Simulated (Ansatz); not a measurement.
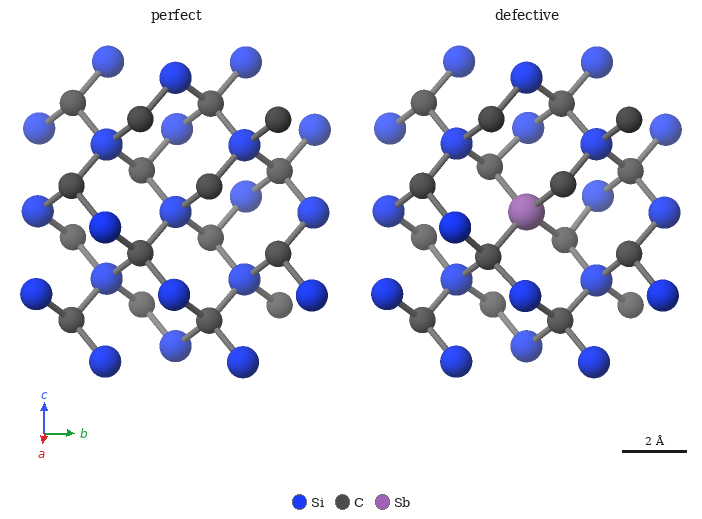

Left: perfect SiC. Right: the same region with one point defect, after relaxing the atoms in a supercell of 54 sites. The picture is a ball-and-stick view of the atoms within 5.4 Å of one point, in a slice 4.2 Å thick across the line of sight, seen from a free direction.

Theory: DFT, PBE, plane-wave PAW, default files, scalar-relativistic in Ansatz 0.2.0. Set-up: plane-wave cutoff 420 eV; k-point mesh 3 × 3 × 3; occupations fermi dirac; smearing width 0.01 eV; no spin polarisation. A uniform background neutralises the charged cell. The axes drawn are those of the host's conventional cell.

Which defect is it?

Answer. A silicon atom is replaced by antimony.

The charge state of the cell is +1.

What does the relaxation do around it?

Answer. In the host the Si atom has 4 C at 1.89 Å; the Sb atom ends with 4 C at 2.05 Å. Of the host's atoms, a carbon atom moves furthest from its site, by 0.16 Å. Relaxing the atoms from the host's sites lowers the energy by 1.79 eV.

Limits of the set-up: the cell is charged, on a uniform background, and energies carry no finite-size correction.
